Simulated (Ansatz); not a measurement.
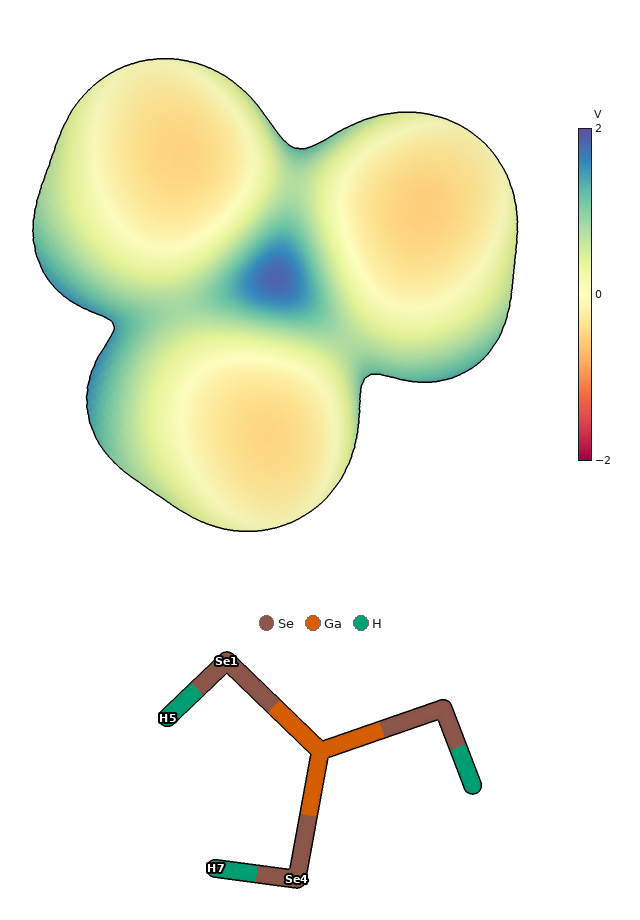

Figure. GaH3Se3. The molecular electrostatic potential painted on the density surface at 0.002 e/bohr³, seen across its widest extent; the colour scale runs from red (negative) to blue (positive). The bare structure is drawn below in the same view.

Geometry: PBE0-D4/def2-TZVP.

These are results of RKS PBE0-D4/def2-TZVPP (Ansatz), not measurements.

```xyz
7

Se   -2.3547   -0.0594    0.2026
Ga   -0.0375   -0.0193    0.3751
Se    0.8614   -0.0519    2.5173
Se    1.3895    0.0506   -1.4591
H    -2.3069   -0.0242   -1.2646
H     2.2348   -0.0138    1.9977
H     0.2746    0.0500   -2.4148
```

Where is the surface potential most negative and most positive?

Answer. The most negative region (about −0.5 V) lies over Se1, Se3 and Se4, the most positive (about +1.7 V) over Ga2.
